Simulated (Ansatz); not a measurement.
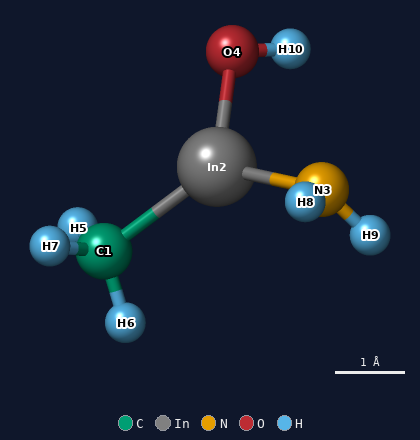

Fig. 1: The structure as given in the input (ball-and-stick view, seen at a tilt; atoms are numbered from 1 in the order of the input). Sticks mark near contacts. Bond lengths as drawn: C–H 1.10 Å, C–In 2.15 Å, H–N 1.02 Å, H–O 0.97 Å, In–N 2.04 Å and In–O 2.02 Å.

# Two runs on CH6InNO

System: CH6InNO, SMILES [CH3][In]([NH2])[OH].
Method of run A: RKS r2SCAN-D4/def2-SVP (Ansatz 0.2.0).

Text and figures count atoms from 1; the logs count them from 0 in places.

**The input, run A**
```yaml
crystal:
  periodic: [false, false, false]
  atoms:
    - { symbol: C, position_ang: [-1.042537, 1.468702, 0.672457] }
    - { symbol: In, position_ang: [0.099727, -0.091257, -0.258895] }
    - { symbol: "N", position_ang: [0.890729, -1.810372, 0.512642] }
    - { symbol: O, position_ang: [0.258861, 0.014269, -2.264923] }
    - { symbol: H, position_ang: [-1.594999, 2.010721, -0.107421] }
    - { symbol: H, position_ang: [-1.749214, 1.048068, 1.401817] }
    - { symbol: H, position_ang: [-0.37018, 2.167739, 1.190559] }
    - { symbol: H, position_ang: [1.566977, -1.715079, 1.268523] }
    - { symbol: H, position_ang: [0.242562, -2.556187, 0.759344] }
    - { symbol: H, position_ang: [-0.105992, -0.763698, -2.707421] }
basis:
  gaussian: { orbitals: def2-SVP }
hamiltonian:
  xc: r2scan
  dispersion: d4
output:
  forces: true
```

Launched with:
```bash
ansatz run input.yaml --threads 1 --pin off --max-ram 2560MiB --backend cpu --events-out ev --progress --plain --runs-dir out
```

Hardware: 1 thread of Arm Neoverse V1, 24 GiB of memory available, shared host.

**Output (run A)**
```
Engine: ansatz 0.2.0, aarch64-unknown-linux-gnu
Functional definition: r2SCAN
  parameter k0 = 0.174
  parameter k1 = 0.065
  parameter a1 = 4.9479
  exchange = r2scan_x(k0 = k0, k1 = k1, a1 = a1)
  correlation = r2scan_c
1137 factors; their error is unknown
mean field evaluation 1: about -9822.6239 eV, gradient 9.3e1 eV
mean field evaluation 2: about -9737.0696 eV, gradient 1.9e2 eV
mean field evaluation 4: about -9840.8988 eV, gradient 1.2e1 eV
mean field evaluation 8: about -9841.2790 eV, gradient 9.3e-2 eV
mean field evaluation 16: about -9841.2496 eV, gradient 3.2e-5 eV
mean field -9841.24961713 eV, -361.6592527909 hartree, gradient 3.2e-5 eV, S^2 0.000000; 0 other end points of the search recorded, 0 dependent functions left out
the calculation of the forces begins
reference -9841.24963386 eV, -361.6592534058 hartree; 24, 24 occupied and 74, 74 virtual orbitals, 1137 factors
Total energy: -9841.28807478 eV, -361.6606660834 hartree
Atom 0 at    -1.042537     1.468702     0.672457 Å, force     0.110580     0.277509    -0.016804 eV/Å
Atom 1 at     0.099727    -0.091257    -0.258895 Å, force    -0.418035    -0.057028    -0.023743 eV/Å
Atom 2 at     0.890729    -1.810372     0.512642 Å, force     0.399143    -0.323452    -0.094497 eV/Å
Atom 3 at     0.258861     0.014269    -2.264923 Å, force    -0.194580     0.164328    -0.056264 eV/Å
Atom 4 at    -1.594999     2.010721    -0.107421 Å, force     0.013043     0.028631     0.000618 eV/Å
Atom 5 at    -1.749214     1.048068     1.401817 Å, force     0.053470    -0.085378     0.005488 eV/Å
Atom 6 at    -0.370180     2.167739     1.190559 Å, force    -0.046397     0.057549     0.044373 eV/Å
Atom 7 at     1.566977    -1.715079     1.268523 Å, force    -0.107195     0.007750     0.086812 eV/Å
Atom 8 at     0.242562    -2.556187     0.759344 Å, force    -0.044340     0.039486     0.064533 eV/Å
Atom 9 at    -0.105992    -0.763698    -2.707421 Å, force     0.234311    -0.109396    -0.010515 eV/Å
Dipole moment:    -0.264378    -0.082020     0.519619 e Å
```

For run B the input was changed thus:
```diff
-    - { symbol: H, position_ang: [1.566977, -1.715079, 1.268523] }
-    - { symbol: H, position_ang: [0.242562, -2.556187, 0.759344] }
-    - { symbol: H, position_ang: [-0.105992, -0.763698, -2.707421] }
+    - { symbol: H, position_ang: [1.819146, -2.081732, 0.193028] }
+    - { symbol: H, position_ang: [0.855475, -1.931327, 1.523261] }
+    - { symbol: H, position_ang: [-0.205546, 0.777205, -2.634261] }
```

How does run B compare with run A?

With the same method and basis, run B lies 7.3 kcal/mol lower. The largest force goes from 0.522 to 0.218 eV/Å.

**Output (run B)**
```
Engine: ansatz 0.2.0, aarch64-unknown-linux-gnu
Functional definition: r2SCAN
  parameter k0 = 0.174
  parameter k1 = 0.065
  parameter a1 = 4.9479
  exchange = r2scan_x(k0 = k0, k1 = k1, a1 = a1)
  correlation = r2scan_c
1137 factors; their error is unknown
mean field evaluation 1: about -9822.9166 eV, gradient 9.3e1 eV
mean field evaluation 2: about -9757.8726 eV, gradient 1.8e2 eV
mean field evaluation 4: about -9840.9708 eV, gradient 1.6e1 eV
mean field evaluation 8: about -9841.5951 eV, gradient 8.9e-2 eV
mean field evaluation 16: about -9841.5662 eV, gradient 4.7e-5 eV
mean field -9841.56616564 eV, -361.6708857340 hartree, gradient 4.7e-5 eV, S^2 0.000000; 0 other end points of the search recorded, 0 dependent functions left out
the calculation of the forces begins
reference -9841.56618097 eV, -361.6708862974 hartree; 24, 24 occupied and 74, 74 virtual orbitals, 1137 factors
Total energy: -9841.60469664 eV, -361.6723017224 hartree
Atom 0 at    -1.042537     1.468702     0.672457 Å, force    -0.103250     0.044398     0.094333 eV/Å
Atom 1 at     0.099727    -0.091257    -0.258895 Å, force     0.035023    -0.089178     0.004226 eV/Å
Atom 2 at     0.890729    -1.810372     0.512642 Å, force    -0.033856     0.074870    -0.093237 eV/Å
Atom 3 at     0.258861     0.014269    -2.264923 Å, force     0.144019    -0.156158    -0.047229 eV/Å
Atom 4 at    -1.594999     2.010721    -0.107421 Å, force    -0.040072     0.035447     0.029816 eV/Å
Atom 5 at    -1.749214     1.048068     1.401817 Å, force    -0.023878     0.028260     0.013329 eV/Å
Atom 6 at    -0.370180     2.167739     1.190559 Å, force     0.011621    -0.003886     0.006204 eV/Å
Atom 7 at     1.819146    -2.081732     0.193028 Å, force    -0.055940    -0.048027    -0.084012 eV/Å
Atom 8 at     0.855475    -1.931327     1.523261 Å, force     0.045043     0.111600    -0.000674 eV/Å
Atom 9 at    -0.205546     0.777205    -2.634261 Å, force     0.021291     0.002673     0.077243 eV/Å
Dipole moment:    -0.041457     0.338228     0.470263 e Å
```

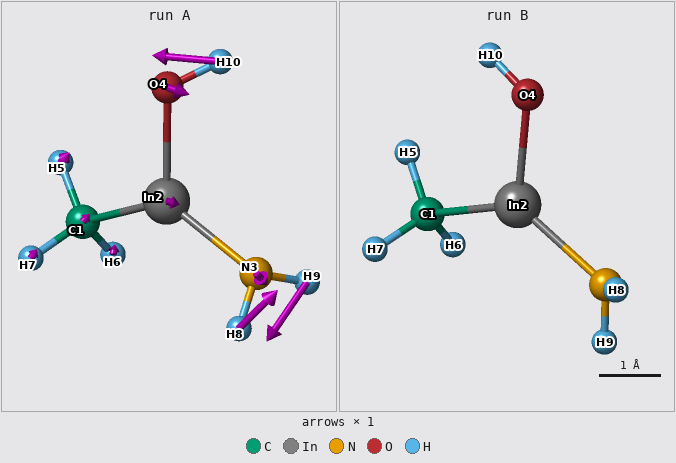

Fig. 2: The two input geometries at one scale (ball-and-stick view, seen at a tilt). The pink arrows on the first give the shifts of the atoms after the best rigid fit, at true length. H9 moves most after the best rigid fit: 1.19 Å. Largest moves by element: H 1.19 Å, O 0.39 Å, N 0.35 Å, In 0.23 Å, C 0.17 Å.

**The two runs side by side**

| quantity | run A | run B |
| --- | --- | --- |
| outcome | converged | converged |
| total energy (hartree) | −361.660666 | −361.672302 |
| largest force (eV/Å) | 0.522 | 0.218 |
| basis functions | 98 | 98 |
| wall time (shared host) | 6.2 s | 6 s |
